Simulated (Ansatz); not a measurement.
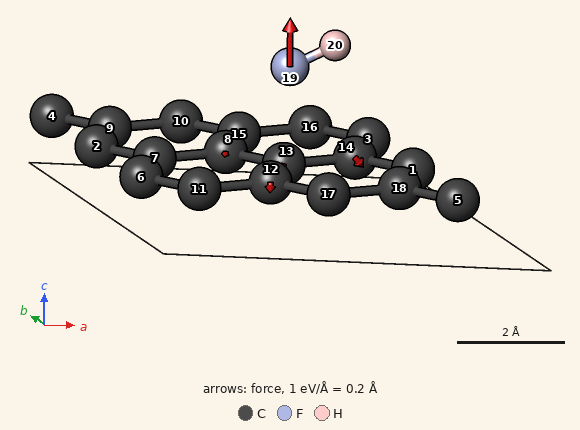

Starting geometry of a slab of composition HC$_{18}$F with the computed forces as red arrows. The picture is a ball-and-stick view of the cell of the calculation, outlined in the plane, without the vacuum (origin shifted), seen slightly off an axis.

It is HF on graphene monolayer, set down by a guess. The run prepares an end point of a later path (dissociation) calculation, from a guessed geometry.

Level of theory: DFT PBE-D3(BJ), scalar-relativistic, plane waves, PAW (Ansatz). Set-up: plane-wave cutoff 420 eV; k-point mesh 2 × 2 × 1; occupations gaussian; smearing width 0.02 eV; no spin polarisation; atoms relaxed in a fixed cell; force threshold 0.03 eV/Å; at most 60 steps.

What follows when this structure is relaxed?

Answer. It isn't relaxed: the largest force vector, on F19, is 4.83 eV/Å. The final displacements follow the starting forces only in part (cosine between the two patterns 0.58). The largest move relative to the layer's centre is that of F19, 1.67 Å at 46° to the normal (+c side). Largest moves by element: F 1.67 Å, H 0.47 Å, C 0.11 Å. The cell doesn't change. Some distances before and after: C10–C17 1.424 → 1.436 Å, C10–C15 1.424 → 1.414 Å. The energy falls by 1.677 eV per cell of the calculation in 21 accepted moves (26 points after the start). The largest force component goes from 4.8 to 0.014 eV/Å. The line search rejected the trial steps at points 8, 12, 16, 20 of the run. 1 step only repeated the SCF at the same geometry.

Limits of the set-up: the periodic images lie only 7.4 Å apart, so the values are limited by the cell's size.
